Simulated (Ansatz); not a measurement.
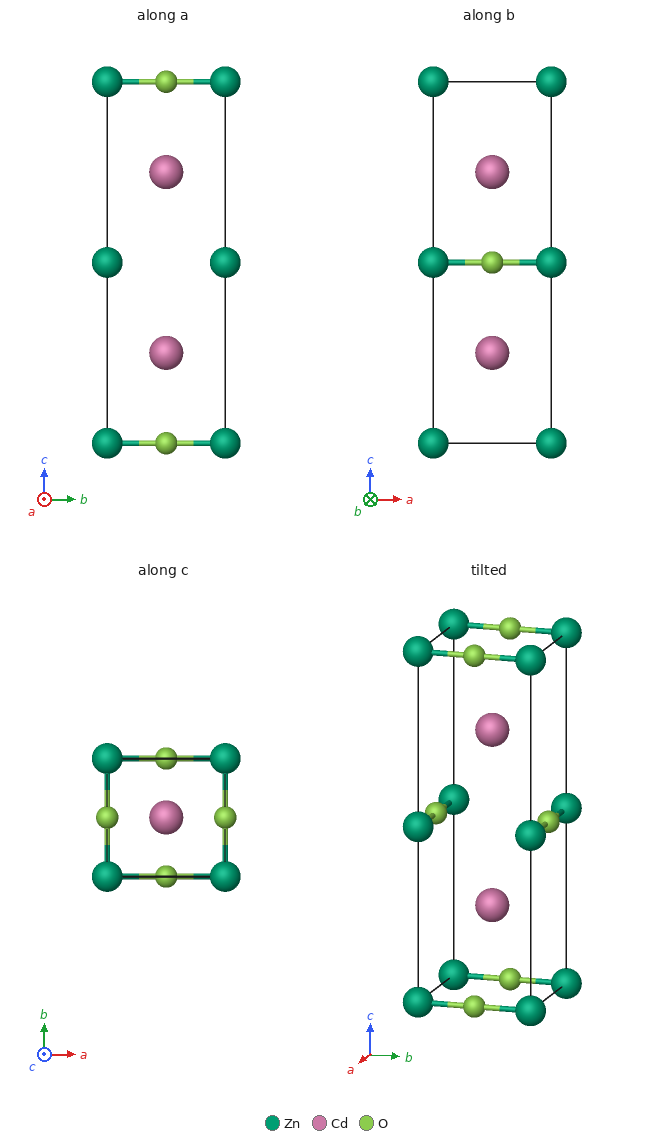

The crystal in a ball-and-stick representation, seen along the a axis, along the b axis, along the c axis and slightly off an axis. The box is the conventional unit cell; atoms on or close to its faces, edges and corners are drawn wherever they repeat.

Lattice parameters: a = 3.500 Å, b = 3.500 Å, c = 10.724 Å, α = 90.00°, β = 90.00°, γ = 90.00°.

Transcribe the picture into a table of Wyckoff sites.

Space group P4_2/mmc (No. 131).
```csv
atom,site,x,y,z
Zn,2a,0.0000,0.0000,0.5000
Cd,2f,0.5000,0.5000,0.7500
O,2c,0.5000,0.0000,0.5000
```

The structure was taken from a structure type filled with these elements by a generator (whether the compound takes this form wasn't checked). What is shown is the relaxed result from Ansatz, DFT PBE, scalar-relativistic, plane waves, PAW.
